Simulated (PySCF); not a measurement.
# GaH3SeO (SMILES [OH][GaH][SeH]): MP2/def2-SVP

Aim: the vertical ionisation energy of GaH3SeO at MP2/def2-SVP, from 2 runs. Input form: a Python script.

Program for the calculation: PySCF 2.14.0.

**1. The molecule**

GaH3SeO: 6 atoms, total charge 0, spin state singlet. As SMILES, `[OH][GaH][SeH]`. The shape is that of a PBE0-D4/def2-TZVP optimisation. This is one conformer, not always the lowest.

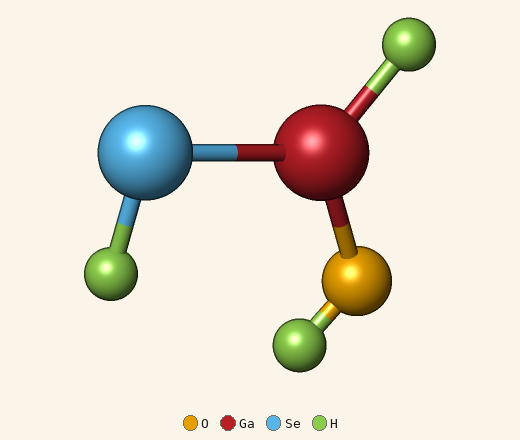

The structure, seen from a chosen angle (oxygen amber, gallium red, selenium blue, hydrogen green).

**2. The energy at MP2/def2-SVP**

calc.py

```python
from pyscf import gto, scf, mp

molecule = gto.M(
    atom='''
O       -0.993200      -1.235100       0.178200
Ga       0.020500      -0.150500      -0.807400
Se       1.211500       1.558000       0.233400
H       -0.988600      -1.047100       1.118600
H        0.072700      -0.386000      -2.338400
H        0.719200       1.196600       1.569400
''',
    verbose=4,
    max_memory=1860,
    spin=0,
    basis='def2-svp',
)

mf = scf.RHF(molecule)
mf.conv_tol = 1e-10
mf.kernel()
if not mf.converged:
    mf = mf.newton().run(mf.mo_coeff, mf.mo_occ)

pt = mp.MP2(mf, frozen=19).run()
etot = pt.e_tot
print(f'total energy: {etot:.8f} hartree')
```

Launch:

```console
OMP_NUM_THREADS=1 python calc.py
```

Log:

```text
PySCF version 2.14.0

[INPUT] num. atoms = 6
[INPUT] num. electrons = 76
[INPUT] charge = 0
[INPUT] spin (= nelec alpha-beta = 2S) = 0
[INPUT] symmetry False subgroup None
[INPUT] Mole.unit = angstrom
[INPUT] Symbol           X                Y                Z      unit          X                Y                Z       unit  Magmom
[INPUT]  1 O     -0.993200000000  -1.235100000000   0.178200000000 AA   -1.876875986918  -2.334000736450   0.336749195397 Bohr   0.0
[INPUT]  2 Ga     0.020500000000  -0.150500000000  -0.807400000000 AA    0.038739385554  -0.284403781747  -1.525764872974 Bohr   0.0
[INPUT]  3 Se     1.211500000000   1.558000000000   0.233400000000 AA    2.289403199911   2.944193302072   0.441062077473 Bohr   0.0
[INPUT]  4 H     -0.988600000000  -1.047100000000   1.118600000000 AA   -1.868183246745  -1.978732225032   2.113847642938 Bohr   0.0
[INPUT]  5 H      0.072700000000  -0.386000000000  -2.338400000000 AA    0.137383089256  -0.729434284082  -4.418935569683 Bohr   0.0
[INPUT]  6 H      0.719200000000   1.196600000000   1.569400000000 AA    1.359091028787   2.261246280655   2.965736179892 Bohr   0.0

nuclear repulsion = 407.282019444029
number of shells = 39
number of NR pGTOs = 193
number of NR cGTOs = 93
basis = def2-svp
ecp = {}

******** <class 'pyscf.scf.hf.RHF'> ********
method = RHF
initial guess = minao
damping factor = 0
level_shift factor = 0
DIIS = <class 'pyscf.scf.diis.CDIIS'>
diis_start_cycle = 1
diis_space = 8
diis_damp = 0
SCF conv_tol = 1e-10
SCF conv_tol_grad = None
SCF max_cycles = 50
direct_scf = True
direct_scf_tol = 1e-13
Set gradient conv threshold to 1e-05
Initial guess from minao.
init E= -4397.66147537708
  HOMO = -0.306775357958949  LUMO = 0.0236037673700267  gap/eV = 8.99007
cycle= 1 E= -4399.07245871321  delta_E= -1.41  |g|= 0.599  |ddm|= 2.44
  HOMO = -0.357429208911648  LUMO = 0.0613532837058601  gap/eV = 11.39565
cycle= 2 E= -4399.12898371716  delta_E= -0.0565  |g|= 0.411  |ddm|= 0.741
  HOMO = -0.362240703628305  LUMO = 0.0686071188516681  gap/eV = 11.72397
cycle= 3 E= -4399.15974073596  delta_E= -0.0308  |g|= 0.0463  |ddm|= 0.292
  HOMO = -0.365445266035155  LUMO = 0.0731433849219263  gap/eV = 11.93461
cycle= 4 E= -4399.16070027552  delta_E= -0.00096  |g|= 0.0123  |ddm|= 0.0788
  HOMO = -0.36371802549553  LUMO = 0.0727780583338928  gap/eV = 11.87766
cycle= 5 E= -4399.16078506834  delta_E= -8.48e-05  |g|= 0.00392  |ddm|= 0.0258
  HOMO = -0.364126089987169  LUMO = 0.0727128881247481  gap/eV = 11.88699
cycle= 6 E= -4399.16079060011  delta_E= -5.53e-06  |g|= 0.00112  |ddm|= 0.00585
  HOMO = -0.364163328413479  LUMO = 0.0726896009098361  gap/eV = 11.88737
cycle= 7 E= -4399.16079140046  delta_E= -8e-07  |g|= 0.000256  |ddm|= 0.00255
  HOMO = -0.364181284533417  LUMO = 0.0726798983479915  gap/eV = 11.88760
cycle= 8 E= -4399.16079145765  delta_E= -5.72e-08  |g|= 5.62e-05  |ddm|= 0.00079
  HOMO = -0.364176614588261  LUMO = 0.0726840835943445  gap/eV = 11.88759
cycle= 9 E= -4399.16079146011  delta_E= -2.46e-09  |g|= 1.64e-05  |ddm|= 0.000143
  HOMO = -0.364177135963112  LUMO = 0.0726828476514019  gap/eV = 11.88757
cycle= 10 E= -4399.16079146034  delta_E= -2.31e-10  |g|= 4.78e-06  |ddm|= 4.06e-05
  HOMO = -0.364176637267883  LUMO = 0.0726826336848951  gap/eV = 11.88755
cycle= 11 E= -4399.16079146039  delta_E= -4.64e-11  |g|= 1.4e-06  |ddm|= 1.34e-05
  HOMO = -0.364176683762634  LUMO = 0.0726826868104515  gap/eV = 11.88755
Extra cycle  E= -4399.16079146037  delta_E= 2.18e-11  |g|= 8.61e-07  |ddm|= 1.93e-06
converged SCF energy = -4399.16079146037

******** <class 'pyscf.mp.mp2.RMP2'> ********
nocc = 19, nmo = 74
frozen orbitals 19
E(RMP2) = -4399.80188220547  E_corr = -0.641090745103237
E(SCS-RMP2) = -4399.76411304919  E_corr = -0.603321588828685
E_corr(same-spin) = -0.191523813802153
E_corr(oppo-spin) = -0.449566931301084
total energy: -4399.80188221 hartree
```

Run time: 3.3 s. Hardware: 1 thread of Arm Neoverse V1, shared host; peak memory 0.23 GiB.

**3. The doublet cation at the same level**

geometry.xyz

```xyz
6
GaH3OSe
O     -0.993200    -1.235100     0.178200
Ga     0.020500    -0.150500    -0.807400
Se     1.211500     1.558000     0.233400
H     -0.988600    -1.047100     1.118600
H      0.072700    -0.386000    -2.338400
H      0.719200     1.196600     1.569400
```

calc.py

```python
from pyscf import gto, scf, mp

molecule = gto.M(
    atom='geometry.xyz',
    basis='def2-svp',
    max_memory=1860,
    verbose=4,
    charge=1,
    spin=1,
)

hf = scf.UHF(molecule)
hf.conv_tol = 1e-10
hf.kernel()
if not hf.converged:
    hf = hf.newton().run(hf.mo_coeff, hf.mo_occ)

pt = mp.MP2(hf, frozen=19).run()
etot = pt.e_tot
print('E(%s) = %.9f' % ('MP2', etot))
```

Launch:

```console
OMP_NUM_THREADS=1 python calc.py
```

Log:

```text
PySCF version 2.14.0

[INPUT] num. atoms = 6
[INPUT] num. electrons = 75
[INPUT] charge = 1
[INPUT] spin (= nelec alpha-beta = 2S) = 1
[INPUT] symmetry False subgroup None
[INPUT] Mole.unit = angstrom
[INPUT] Symbol           X                Y                Z      unit          X                Y                Z       unit  Magmom
[INPUT]  1 O     -0.993200000000  -1.235100000000   0.178200000000 AA   -1.876875986918  -2.334000736450   0.336749195397 Bohr   0.0
[INPUT]  2 Ga     0.020500000000  -0.150500000000  -0.807400000000 AA    0.038739385554  -0.284403781747  -1.525764872974 Bohr   0.0
[INPUT]  3 Se     1.211500000000   1.558000000000   0.233400000000 AA    2.289403199911   2.944193302072   0.441062077473 Bohr   0.0
[INPUT]  4 H     -0.988600000000  -1.047100000000   1.118600000000 AA   -1.868183246745  -1.978732225032   2.113847642938 Bohr   0.0
[INPUT]  5 H      0.072700000000  -0.386000000000  -2.338400000000 AA    0.137383089256  -0.729434284082  -4.418935569683 Bohr   0.0
[INPUT]  6 H      0.719200000000   1.196600000000   1.569400000000 AA    1.359091028787   2.261246280655   2.965736179892 Bohr   0.0

nuclear repulsion = 407.282019444029
number of shells = 39
number of NR pGTOs = 193
number of NR cGTOs = 93
basis = def2-svp
ecp = {}

[... 81 lines left out ...]
converged SCF energy = -4398.83875708586  <S^2> = 0.75993171  2S+1 = 2.0099072
[... 1 line left out ...]
******** <class 'pyscf.mp.ump2.UMP2'> ********
nocc = (np.int64(19), np.int64(18)), nmo = (74, 74)
frozen orbitals 19
E(UMP2) = -4399.45419622897  E_corr = -0.615439143108216
E(SCS-UMP2) = -4399.41848231014  E_corr = -0.579725224282473
E_corr(same-spin) = -0.183232785516214
E_corr(oppo-spin) = -0.432206357592001
E(MP2) = -4399.454196229
```

Run time: 6 s. Hardware: 1 thread of Arm Neoverse V1, shared host; peak memory 0.24 GiB.

**4. Results**

At MP2/def2-SVP, 19 core orbitals frozen:

| quantity | value |
| --- | --- |
| singlet GaH3SeO: total energy | -4399.80188 Eh |
| singlet GaH3SeO: dipole moment (Hartree–Fock density) | 0.98 D |
| singlet GaH3SeO: HOMO energy (Hartree–Fock orbitals) | -9.91 eV |
| singlet GaH3SeO: LUMO energy (Hartree–Fock orbitals) | 1.98 eV |
| singlet GaH3SeO: HOMO–LUMO gap (Hartree–Fock orbitals) | 11.89 eV |
| singlet GaH3SeO: correlation energy (19 core orbitals frozen) | -641.1 mEh |
| doublet cation: total energy | -4399.45420 Eh |
| doublet cation: HOMO energy (Hartree–Fock orbitals) (highest over α and β) | -17.56 eV |
| doublet cation: LUMO energy (Hartree–Fock orbitals) (lowest over α and β) | -7.76 eV |
| doublet cation: correlation energy (19 core orbitals frozen) | -615.4 mEh |
| doublet cation: ⟨S²⟩ of the reference determinant | 0.760 |
| vertical ionisation energy (to the doublet cation) | 9.461 eV |

**Reading.** Removing an electron at fixed nuclei costs 9.46 eV (218 kcal/mol). Mulliken charges (doublet cation) of the mean-field density run from -0.55 on O1 to +0.90 on Ga2; they depend strongly on the basis.
